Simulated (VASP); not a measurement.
Band structure of TeSe₂ (space group C2). Method: LDA (Ceperley-Alder, Perdew-Zunger), VASP's LDA PAW potentials (set 64) (plane waves; VASP).

Unless said otherwise, spin-orbit coupling is left out, though it shifts the bands of the heavy elements here.

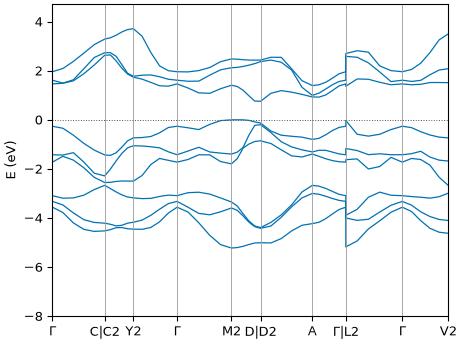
Figure: Bands along high-symmetry lines, zero at the valence-band maximum or, without a gap, the Fermi level

Task: Read the plot: is there a gap, and where are the band edges?

Result: The gap is indirect, 0.72 eV, from the valence maximum at M2-D at 0.20 to the conduction minimum at (-0.33, 0.33, 0.50).

The structure comes from a computed database's TeSe2 entry; how it stands against other phases isn't given here. The cell was not relaxed at this level.
